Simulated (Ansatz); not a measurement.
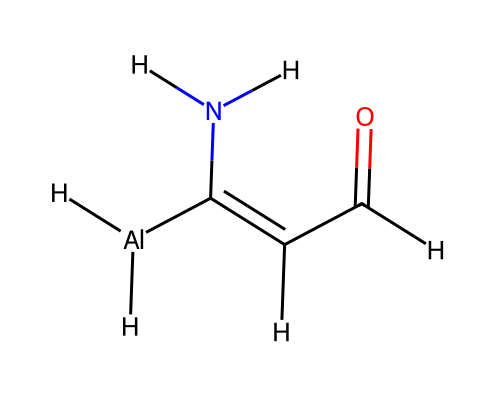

The picture comes from a calculation with Ansatz.

Skeletal drawing of a molecule.

Write the SMILES.

N/[C]([AlH2])=C\C=O

What is the molecular formula?

C3H6AlNO.

An optimisation with PBE0-D4/def2-TZVP gave a structure of which point group?

Cs. Other conformers may differ.
